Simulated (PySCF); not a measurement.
System: C$_{4}$H$_{14}$BNSi (SMILES CC1(C)[NH2+][BH2-]C[SiH2]1).

```xyz
21

C     1.6580   -0.5702   -1.1986
C     0.6720    0.0159   -0.1952
C     1.4289    0.7495    0.9002
N    -0.0875   -1.0906    0.4345
B    -1.5031   -0.6180    1.1155
C    -2.1562    0.3644   -0.0351
Si   -0.7162    1.1279   -0.9731
H     2.3637   -1.2508   -0.7165
H     2.2285    0.2277   -1.6670
H     1.1382   -1.1136   -1.9869
H     1.9737    1.5907    0.4804
H     0.7361    1.1270    1.6462
H     2.1470    0.0912    1.3946
H     0.4809   -1.5808    1.1231
H    -0.3478   -1.7569   -0.2870
H    -2.1247   -1.6198    1.3064
H    -1.2411   -0.0438    2.1266
H    -2.7963   -0.1938   -0.7217
H    -2.7989    1.1265    0.4020
H    -0.3815    2.5328   -0.7207
H    -0.6826    0.9016   -2.4281
```

Geometry: GFN2-xTB.

Theory: PySCF 2.14.0, PBE0/pcSseg-1, SCF density, gas phase, non-relativistic.

> What will maps of the electron density and electron localisation function show?

B–N (1.64 Å): ρ at the midpoint is about 1.2 e/Å³; the ELF peaks at about 0.95 between the atoms: a polar covalent bond.
C–B (1.65 Å): ρ is about 1.2 e/Å³ halfway; the ELF peaks at about 0.95 between the atoms; localised, covalent bonding.
N–H (1.02 Å): ρ is about 2.9 e/Å³ halfway; the ELF climbs to about 1 towards the hydrogen, as it does in any bond to H; a covalent bond by its length.

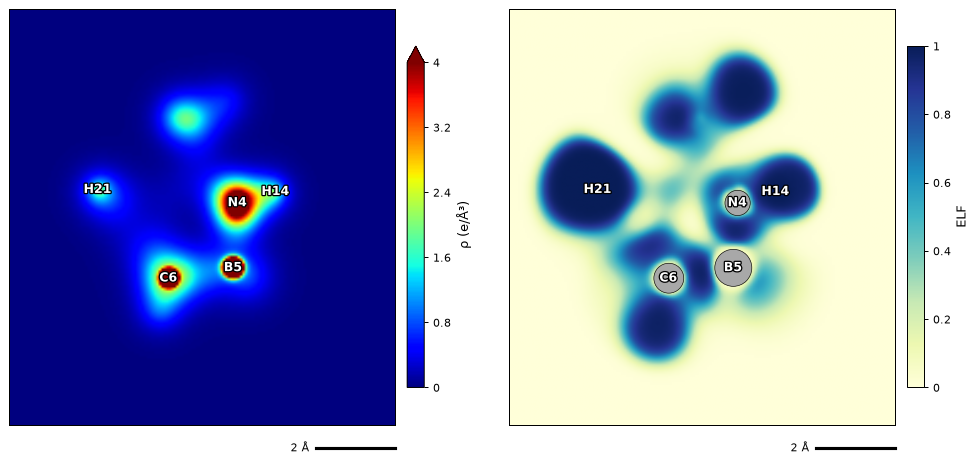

Computed electron density and electron localisation function on the plane of atoms N4, B5 and C6, in this order. Grey discs cover the atomic cores in the ELF map. 
